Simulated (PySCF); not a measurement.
C3H10FSi2 (doublet)

```xyz
16

C    -2.7418    0.0062    0.4093
Si   -1.4810   -1.3021   -0.1499
C     0.2044   -0.4986   -0.5544
C     0.8107    0.1870    0.6649
F     0.8638   -0.7263    1.7209
Si    2.5848    0.8668    0.3760
H    -3.7352   -0.4235    0.4964
H    -2.4761    0.4117    1.3848
H    -2.8006    0.8362   -0.2904
H    -1.3539   -2.3976    0.8103
H     0.8985   -1.2572   -0.9175
H     0.1089    0.2514   -1.3397
H     0.1348    0.9764    1.0176
H     3.4164   -0.2437   -0.0831
H     3.0907    1.4190    1.6298
H     2.4681    1.9034   -0.6515
```

Geometry: GFN2-xTB.

All numbers below come from UKS B3LYP, pcH-1 on C F H Si, non-relativistic, mean-field spin-orbit, GIAO in PySCF.

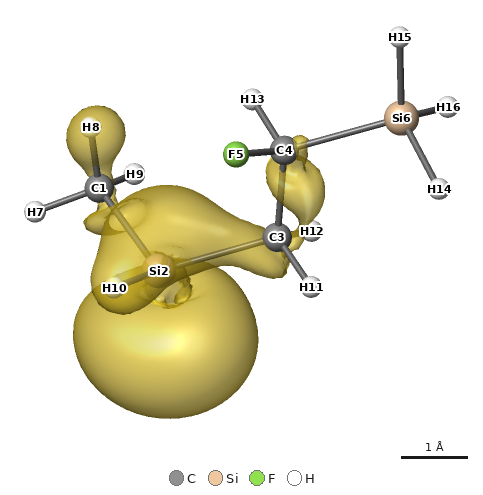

Figure 1. Isosurface of the spin density at +0.015 e/Å³ (yellow), seen at a tilt.

Which atoms carry the spin?

The unpaired spin (1 electron) lies mostly on Si2 (about 0.8), in electrons by Hirshfeld's partition.

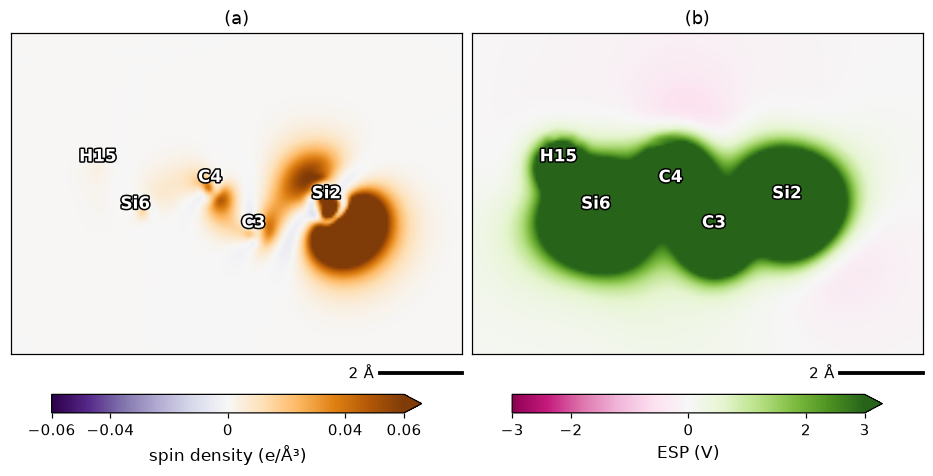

Figure 2. (a) spin density (α minus β); (b) electrostatic potential on the plane of atoms Si2, C3 and C4.

Read the bonding off the picture.

- The section cuts through Si, C and H sites.
- Outside the dense part of the molecule the potential is most negative (−0.5 V) near F5, which lies off the plane.

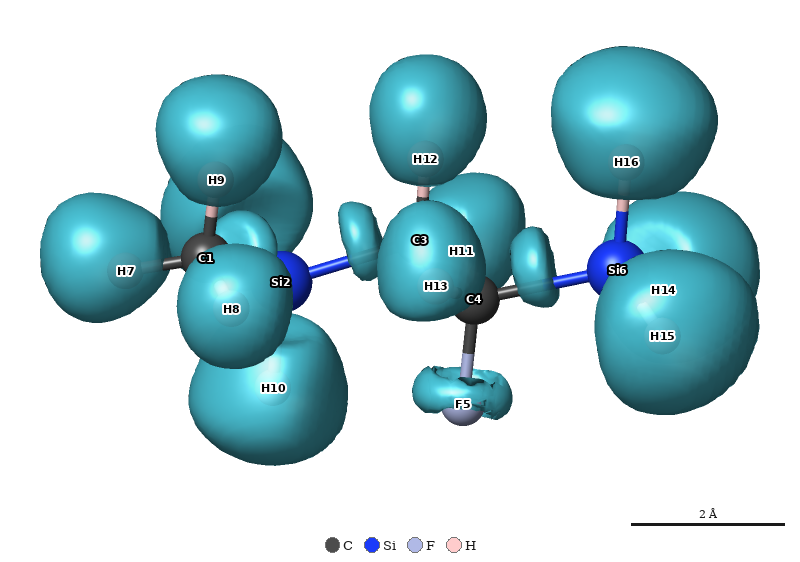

Figure 3. Isosurface of the electron localisation function at 0.85 (cyan), seen from one side. Only the valence region is drawn (cores and ρ < 0.01 e/Å³ removed).

Identify the bonds, lone pairs and shells in this picture.

At this value the surface marks out one region between bonded C–C atoms (shared pairs), three regions between bonded C–Si atoms (shared pairs), ten regions around hydrogen nuclei, one ring or bowl of non-bonding electrons around F and one lobe on Si, pointing away from the bonds (non-bonding electrons). Profiles from the grid: C–F (1.40 Å): the ELF peaks at about 0.80 between the atoms, as expected for a polar covalent bond. C–C (1.52 Å): the ELF peaks at about 0.95 between the atoms; localised, covalent bonding.
